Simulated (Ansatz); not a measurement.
# UCCSDT(Q)/STO-3G run of BH2Cl− (SMILES [BH2-]Cl)

What is the vertical doublet–quartet gap of BH2Cl− at UCCSDT(Q)/STO-3G? 

The calculation is run with Ansatz 0.2.0.

## (1) The system as given

BH2Cl−: 4 atoms, total charge -1, spin state doublet. SMILES: `[BH2-]Cl`. The coordinates come from a GFN2-xTB relaxation.

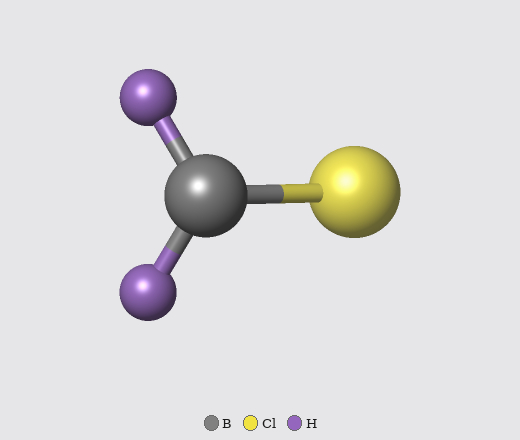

Viewed from a chosen angle; boron grey, chlorine yellow, hydrogen purple.

## (2) The energy at UCCSDT(Q)/STO-3G

Input file run.yaml:

```yaml
crystal:
  periodic: [false, false, false]
  atoms:
    - {symbol: B, position_ang: [-0.072740, -0.194320, -0.337270]}
    - {symbol: Cl, position_ang: [1.390160, 0.062360, 0.884750]}
    - {symbol: H, position_ang: [-0.963970, -0.752550, 0.264630]}
    - {symbol: H, position_ang: [-0.353460, 0.884500, -0.812110]}
basis:
  gaussian: {orbitals: STO-3G}
accuracy: high
scf: {omitted_lower_state_checks: [cluster_reference, increment]}
total_charge: -1
magnetization: {spin_polarized: true, initial_magnetization: 1}
correlation: {method: ccsdt_q, frozen_orbitals: {B: 1, Cl: 5, H: 0}}
```

Run with:

```bash
$ ansatz run run.yaml --threads 1 --pin off --max-ram 2610MiB --events-out events.jsonl --progress --plain --runs-dir runs
```

The program printed, shortened:

```text
Warning: RAYON_NUM_THREADS=1 ignored (pool sized by the plan → 1); use --threads N
Functional definition: HF
  name "HF"
[...]
259 factors; integrals over basis functions are off by at most 1.9e-8 eV
[...]
mean field -13061.15244808 eV, -479.9884993000 hartree, gradient 2.3e-8 eV, S^2 0.755147; 0 other end points of the search recorded, 0 dependent functions left out
6 core orbitals not correlated: weight in the atoms' cores, before any rotation towards them, 1.000 or more for the frozen orbitals, at most 0.000 for the correlated occupied ones
reference -13061.15244808 eV, -479.9884993000 hartree; 7, 6 occupied and 3, 4 virtual orbitals, 259 factors
second order -0.85854413 eV of doubles, -0.00000000 eV of singles
cycle   1  -1.09795762 eV  change   -2.4e-1 eV  update   4.1e-2
[...]
cycle  21  -1.25886240 eV  change   4.9e-10 eV  update  7.8e-10
perturbative correction 0.00054343 eV, 0.0000199706 hartree
Total energy: -13062.41076706 eV, -480.0347416693 hartree
Checks for a lower state left out: cluster_reference, increment
```

Wall time 0.58 s (1 thread of Arm Neoverse V1, shared host).

## (3) The quartet

Input file input.yaml:

```yaml
crystal:
  periodic: [false, false, false]
  atoms:
    - {symbol: B, position_ang: [-0.072740, -0.194320, -0.337270]}
    - {symbol: Cl, position_ang: [1.390160, 0.062360, 0.884750]}
    - {symbol: H, position_ang: [-0.963970, -0.752550, 0.264630]}
    - {symbol: H, position_ang: [-0.353460, 0.884500, -0.812110]}
basis:
  gaussian:
    orbitals: STO-3G
total_charge: -1
magnetization:
  spin_polarized: true
  initial_magnetization: 3
correlation:
  method: ccsdt_q
  frozen_orbitals: {B: 1, Cl: 5, H: 0}
accuracy: high
scf:
  omitted_lower_state_checks: [cluster_reference, increment]
```

Run with:

```bash
$ ansatz run input.yaml --threads 1 --pin off --max-ram 2610MiB --events-out events.jsonl --progress --plain --runs-dir runs
```

The program printed, shortened:

```text
Warning: RAYON_NUM_THREADS=1 ignored (pool sized by the plan → 1); use --threads N
[... 2 set-up lines as earlier in the session ...]
[...]
259 factors; integrals over basis functions are off by at most 1.9e-8 eV
[...]
mean field -13049.07165827 eV, -479.5445384630 hartree, gradient 1.4e-8 eV, S^2 3.752476; 8 other end points of the search recorded, 0 dependent functions left out
6 core orbitals not correlated: weight in the atoms' cores, before any rotation towards them, 1.000 or more for the frozen orbitals, at most 0.000 for the correlated occupied ones
reference -13049.07165827 eV, -479.5445384630 hartree; 8, 5 occupied and 2, 5 virtual orbitals, 259 factors
second order -0.68050548 eV of doubles, -0.00000000 eV of singles
cycle   1  -0.90910639 eV  change   -2.5e-1 eV  update   4.6e-2
[...]
cycle  41  -1.15245445 eV  change  -8.9e-10 eV  update   1.2e-9
perturbative correction 0.00002094 eV, 0.0000007694 hartree
WARN: these amplitudes may be one of several solutions (largest doubles amplitude 0.06, level shift 0.91 eV)
Total energy: -13050.22409178 eV, -479.5868896135 hartree
Checks for a lower state left out: cluster_reference, increment
```

It took 0.75 s on 1 thread of Arm Neoverse V1, shared host.

## (4) Results

At UCCSDT(Q)/STO-3G, 6 core orbitals frozen:

| quantity | value |
| --- | --- |
| doublet: total energy | -480.03474 Eh |
| doublet: correlation energy (6 core orbitals frozen) | -46.2 mEh |
| doublet: ⟨S²⟩ of the reference determinant | 0.755 |
| doublet: T1 diagnostic | 0.006 |
| quartet: total energy | -479.58689 Eh |
| quartet: correlation energy (6 core orbitals frozen) | -42.4 mEh |
| quartet: ⟨S²⟩ of the reference determinant | 3.752 |
| quartet: T1 diagnostic | 0.025 |
| vertical energy of the quartet above the doublet | 12.187 eV |

What this shows: At this shape the quartet lies 12.19 eV (1176 kJ/mol) above the doublet. For an anion a state so high probably lies above electron detachment. In a minimal basis such a difference can be off by several eV, whatever the method.
